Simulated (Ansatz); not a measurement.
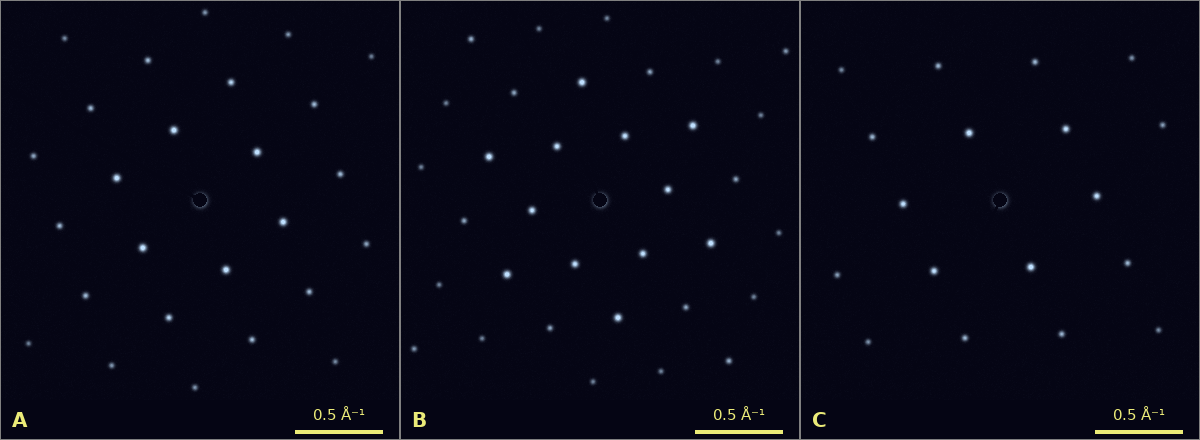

Kinematic electron diffraction patterns (120 kV, B = 0.5 Å², same scale, each along a low-index zone) of three structures of composition HOs, each relaxed at zero pressure with DFT PBE, scalar-relativistic, plane waves, PAW (Ansatz).

The structures (standard cells):
1. P-6m2 (No. 187), a = 2.721 Å, c = 2.771 Å (hexagonal axes), 2 atoms; generated start, possibly hypothetical
2. Fm-3m (No. 225), a = 4.042 Å, 8 atoms; generated start, possibly hypothetical
3. P6_3mc (No. 186), a = 2.922 Å, c = 4.808 Å (hexagonal axes), 4 atoms; generated start, possibly hypothetical

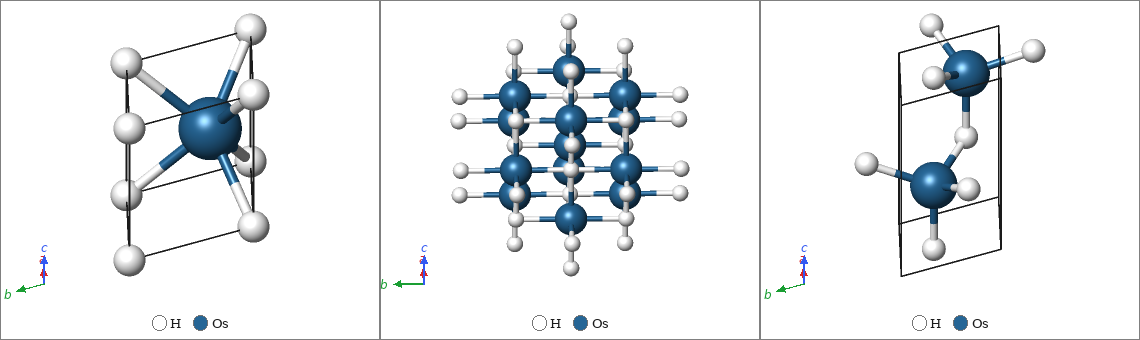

Drawings of the structures 1 to 3, from left to right (each may span several cells).

> Which pattern belongs to which structure, and along which zone?

A is structure 2 along [110] or an equivalent direction: centred rectangular net of -1 1 -1 at d = 2.33 Å and -1 1 1 at d = 2.33 Å, 70.5° apart. B is structure 3 along [001]: hexagonal net of 1 -1 0 at d = 2.53 Å and 1 0 0 at d = 2.53 Å, 60.0° apart. C is structure 1 along [101] or an equivalent direction: centred rectangular net of 0 1 0 at d = 2.36 Å and 1 0 -1 at d = 1.80 Å, 67.6° apart.

> Rank the structures by their computed energy.

Structure 2 (Fm-3m, 8.25 Å³ an atom) is the lowest of these; structure 3 (P6_3mc, 8.89 Å³ an atom) lies about 170 meV an atom higher; structure 1 (P-6m2, 8.89 Å³ an atom) lies about 280 meV an atom higher. These are static energies at 0 K; other structures, not shown, may lie lower still.
